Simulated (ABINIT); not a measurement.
# ZnSe (Stilleite): G0W0 in ABINIT against the bands in the screening, part 2 of 2

Wanted: the cheapest bands in the screening that holds the gap of ZnSe (Stilleite).

ABINIT 10.8.3; PBE and many-body steps on it, plane waves. Known limits of the many-body steps: not at the basis limit; exchange with frozen shells missing; no spin-orbit coupling; coarse k mesh.

So far. Step 2 (Screening, 4×4×4 mesh, 26 bands, screening to 163.3 eV): Local fields lower ε∞ by 7 %. On a Γ-centred mesh this coarse the value itself is usually too large, while a short band sum pulls it down. Step 5 (34 bands): The gap on the mesh goes from 1.29 eV to 2.69 eV, a correction of +1.40 eV.

### Step 7. 91 bands

This step: G0W0 on PBE, plane waves, norm-conserving pseudopotentials.

Input file run.abi:

```
acell 3*1.0 Angstrom
rprim 
  -0.000000000000 2.833800000000 2.833800000000
  2.833800000000 0.000000000000 2.833800000000
  2.833800000000 2.833800000000 -0.000000000000
ntypat 2
znucl 30 34
natom 2
typat 1 2
xred 
  0.000000000000 0.000000000000 0.000000000000
  0.250000000000 0.250000000000 0.250000000000
pp_dirpath "pseudos"
pseudos "Zn.upf, Se.upf"
ecut 39
ngkpt 4 4 4
nshiftk 1
shiftk 0 0 0
kptopt 1
chksymbreak 0
istwfk *1
occopt 1
irdwfk 1
optdriver 4
nband 91
gwcalctyp 0
ecutsigx 39
symsigma 1
nkptgw 1
kptgw 
  0.0000000000 0.0000000000 0.0000000000
bdgw 
  16 22
ecuteps 6
irdscr 1
ppmodel 1
indata_prefix "in"
outdata_prefix "out"
tmpdata_prefix "tmp"
```

The run is started by

```
$ OMP_NUM_THREADS=1 mpirun -n 8 abinit run.abi > log
```

Log:

```text
.Version 10.8.3 of ABINIT. v10.8.2 released Aug 2026.

 Symmetries : space group F-4 3 m (#216); Bravais cF (face-center cubic)
[... echo of the input left out ...]
== DATASET  1 ==================================================================
-   mpi_nproc: 8, omp_nthreads: 1 (-1 if OMP is not activated)

--- !DatasetInfo
iteration_state: {dtset: 1, }
dimensions: {natom: 2, nkpt: 8, mband: 91, nsppol: 1, nspinor: 1, nspden: 1, mpw: 3591, }
cutoff_energies: {ecut:  39.0, pawecutdg:  -1.0, }
[...]
20   9.220 -10.891  -5.994  -4.274   0.812  -0.232 -10.385   0.505   9.725
       21   9.220 -10.891  -5.994  -4.274   0.812  -0.232 -10.385   0.505   9.725
       22   9.220 -10.891  -5.994  -4.274   0.812  -0.232 -10.385   0.505   9.725

== END DATASET(S) ==============================================================
================================================================================

 -outvars: echo values of variables after computation  --------
           etotal      0.0000000000E+00
            nband          91
             nkpt           8
          spgroup         216
 [... the other variables as echoed above ...]

 Calculation completed.
```

It took 3.7 s on 8 MPI ranks of Intel Xeon Platinum 8488C (Sapphire Rapids), shared host; peak memory 1.1 GiB; 28 s of CPU time.

This step gave:

* G0W0 gap on the points computed: 2.54 eV
* starting gap on the mesh: 1.288 eV
* k of the valence top: 0, 0, 0
* k of the conduction bottom: 0, 0, 0
* least direct G0W0 gap on the computed points: 2.54 eV

Against the run before, the gap moves by −0.149 eV.

### Step 8. Screening, 4×4×4 mesh, 189 bands, screening to 163.3 eV

This step: RPA screening on PBE, plane waves, norm-conserving pseudopotentials.

Edit run.abi of step 7 so:

```diff
@@ -23,15 +23,8 @@
 irdwfk 1
-optdriver 4
-nband 91
-gwcalctyp 0
-ecutsigx 39
-symsigma 1
-nkptgw 1
-kptgw 
-  0.0000000000 0.0000000000 0.0000000000
-bdgw 
-  16 22
+optdriver 3
+nband 189
 ecuteps 6
-irdscr 1
-ppmodel 1
+inclvkb 2
+awtr 1
+symchi 1
 indata_prefix "in"
```

Log:

```text
.Version 10.8.3 of ABINIT. v10.8.2 released Aug 2026.

 Symmetries : space group F-4 3 m (#216); Bravais cF (face-center cubic)
[... echo of the input left out ...]
== DATASET  1 ==================================================================
-   mpi_nproc: 8, omp_nthreads: 1 (-1 if OMP is not activated)

--- !DatasetInfo
iteration_state: {dtset: 1, }
dimensions: {natom: 2, nkpt: 8, mband: 189, nsppol: 1, nspinor: 1, nspden: 1, mpw: 3591, }
cutoff_energies: {ecut:  39.0, pawecutdg:  -1.0, }
[...]
--------------------------------------------------------------------------------
[... chi0 elements left out ...]
 For q-point:  0.000010 0.000020 0.000030
  dielectric constant =  14.0590
  dielectric constant without local fields =  15.0095

  Average fulfillment of the sum rule on Im[epsilon] for q-point    1 :     67.54  [%]
[... wings left out ...]
  q-point number  2        q = ( 0.250000, 0.000000, 0.000000) [r.l.u.]
--------------------------------------------------------------------------------
[... chi0 elements left out ...]
  Average fulfillment of the sum rule on Im[epsilon] for q-point    2 :     79.74  [%]

 [... 6 further q-points ...]
```

Run time: 35 s. Hardware: 8 MPI ranks; peak memory 2 GiB; 4.6 min of CPU time.

This step gave:

```
ε∞ with local fields, on this mesh, along the program's q direction : 14.06
the same without local fields                                       : 15.01
plasma frequency                                                    : 33.02 eV
plane waves in the screening matrix                                 : 181
```

### Step 9. 189 bands

This step: G0W0 on PBE, plane waves, norm-conserving pseudopotentials.

Edit run.abi of step 8 so:

```diff
@@ -23,8 +23,15 @@
 irdwfk 1
-optdriver 3
-nband 189
+optdriver 4
+nband 91
+gwcalctyp 0
+ecutsigx 39
+symsigma 1
+nkptgw 1
+kptgw 
+  0.0000000000 0.0000000000 0.0000000000
+bdgw 
+  16 22
 ecuteps 6
-inclvkb 2
-awtr 1
-symchi 1
+irdscr 1
+ppmodel 1
 indata_prefix "in"
```

Log:

```text
.Version 10.8.3 of ABINIT. v10.8.2 released Aug 2026.

 Symmetries : space group F-4 3 m (#216); Bravais cF (face-center cubic)
[... echo of the input left out ...]
== DATASET  1 ==================================================================
-   mpi_nproc: 8, omp_nthreads: 1 (-1 if OMP is not activated)

--- !DatasetInfo
iteration_state: {dtset: 1, }
dimensions: {natom: 2, nkpt: 8, mband: 91, nsppol: 1, nspinor: 1, nspden: 1, mpw: 3591, }
cutoff_energies: {ecut:  39.0, pawecutdg:  -1.0, }
[...]
20   9.220 -10.891  -5.994  -4.373   0.814  -0.228 -10.464   0.426   9.646
       21   9.220 -10.891  -5.994  -4.373   0.814  -0.228 -10.464   0.426   9.646
       22   9.220 -10.891  -5.994  -4.373   0.814  -0.228 -10.464   0.426   9.646

== END DATASET(S) ==============================================================
================================================================================

 -outvars: echo values of variables after computation  --------
           etotal      0.0000000000E+00
            nband          91
             nkpt           8
          spgroup         216
 [... the other variables as echoed above ...]

 Calculation completed.
```

It took 3.6 s on 8 MPI ranks; peak memory 1.1 GiB.

Numbers from this step:

- G0W0 gap on the points computed: 2.482 eV
- starting gap on the mesh: 1.288 eV
- k of the valence top: 0, 0, 0
- k of the conduction bottom: 0, 0, 0
- least direct G0W0 gap on the computed points: 2.482 eV

Against the run before, the gap moves by −0.058 eV.

### Step 10. Side by side

Times are wall times on 8 MPI ranks of Intel Xeon Platinum 8488C (Sapphire Rapids), shared host, good to a factor of about two. A run's time includes the screening step that it read.

```
      run   mesh  bands  screening cutoff (eV)  DFT gap (eV)  gap on the mesh (eV)  direct (eV)  ε∞ used   time
 26 bands  4×4×4     91                  163.3         1.288                 2.845        2.845    13.79  7.8 s
 34 bands  4×4×4     91                  163.3         1.288                 2.689        2.689    13.86  9.2 s
 91 bands  4×4×4     91                  163.3         1.288                 2.540        2.540    14.01   21 s
189 bands  4×4×4     91                  163.3         1.288                 2.482        2.482    14.06   38 s
```

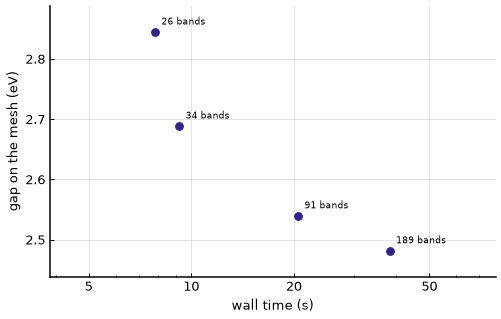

Result against wall time.

### Step 11. What came out

```json
{
  "26 bands": "2.845 eV",
  "34 bands": "2.689 eV",
  "91 bands": "2.540 eV",
  "189 bands": "2.482 eV",
  "known limits": "not at the basis limit; exchange with frozen shells missing; no spin-orbit coupling; coarse k mesh"
}
```

**Reading.** The setting moved: bands in the screening. From 26 bands to 189 bands the gap moves by −0.36 eV, for 4.9 times the time. The last step still moves it by −0.058 eV. Bands and screening cutoff are coupled, so a series along one setting does not show full convergence. Bands and cutoff are finite, so the gap is not at the basis limit. The miss can reach some tenths of an eV and take either sign; the mesh is an error of its own. In the G0W0 runs levels were corrected at 1 k point alone, so a gap called «on the mesh» is the least over those, and an edge elsewhere would be missed. The 4×4×4 mesh is coarse for this cell, which bears on the long-range parts of exchange and screening. The norm-conserving file of at least one element keeps a d shell over frozen s and p shells of the same row. Exchange with those shells is missing from the self-energy, an error of 0.3 to 0.9 eV in cases checked, whose sign depends on which edge lies on those atoms. The many-body steps are scalar-relativistic: spin-orbit coupling is not in them.

[Paths, hosts, dates, memory and timing lines, banners, echoed tables and standing remarks are left out of the program output.]

[Logs are printed without paths, hosts, clocks, repeated set-up lines and the standing remarks that a program may print on its own settings, such as how far it seeks lower states.]

[Runs of the session that timed out or met a known fault of the program may be left out.]

[Hosts, paths, dates, database ids (printed as entryN), source tags and the programs' standing remarks are cut or masked in the printed files.]

[G0W0 gaps are taken among the corrected bands and points alone; a level outside them can change the order at an edge.]

[Where Ansatz stands beside ABINIT at settings called matched, ABINIT's density can come from a denser mesh and the files from another edition; pairs whose starting gaps differed by over 0.03 eV were left out, so agreement reads better than it is.]
